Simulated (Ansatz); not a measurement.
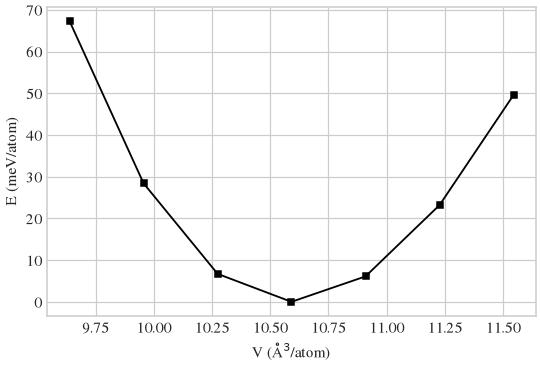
TiB in space group Pnma (No. 62; Ti on 4c, B on 4c) under volume change, plane-wave PAW r²SCAN (Ansatz code), shape and atoms relaxed at each volume.

Q: What does a third-order Birch–Murnaghan fit give for V₀, B₀ and B′?

A: V₀ = 10.59 Å³/atom, B₀ = 214 GPa, B′ = 4.1.

The workflow started from a Materials Project entry (that database holds measured and hypothetical structures alike); the Crystallography Open Database files this formula in space group No. 62, but the cells were not matched. Whether it is the stable phase at ambient conditions was not checked. Symmetry was held in the r²SCAN relaxation; whether a distortion lowers the energy is not shown. The run is not spin-polarised.

Potentials: the later of the program's two PAW sets.
